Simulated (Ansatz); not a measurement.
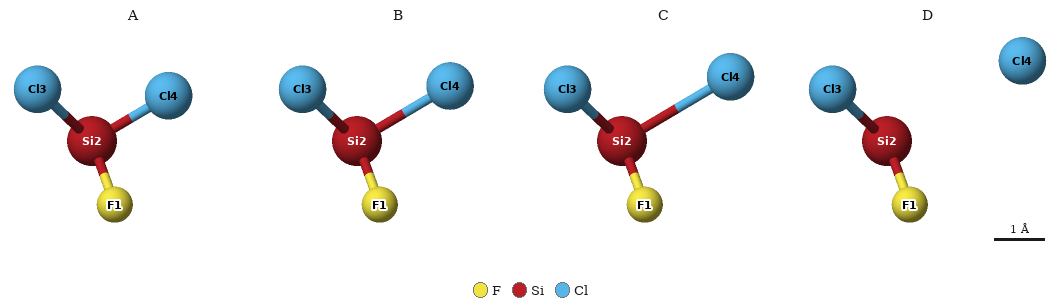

Frames of a one-coordinate scan of SiCl$_{2}$F (charge −1). A ball-and-stick model, seen at a tilt.

Single-point energies from Ansatz with CCSD(T) in the def2-TZVPPD basis, on geometries moved rigidly from the minimum at PBE0-D4/def2-TZVPD. Coupled cluster with a frozen core. Energies are counted from the PBE0-D4/def2-TZVPD minimum geometry at the same level.

Q: What is being scanned?

A: The Si2–Cl4 distance is varied, with the rest of the molecule carried along rigidly. In the frames the distance is 1.821 Å (A), 2.212 Å (B), 2.580 Å (C), 3.220 Å (D). Their energies are 1.359 eV, 0.001 eV, 0.302 eV, 1.083 eV.
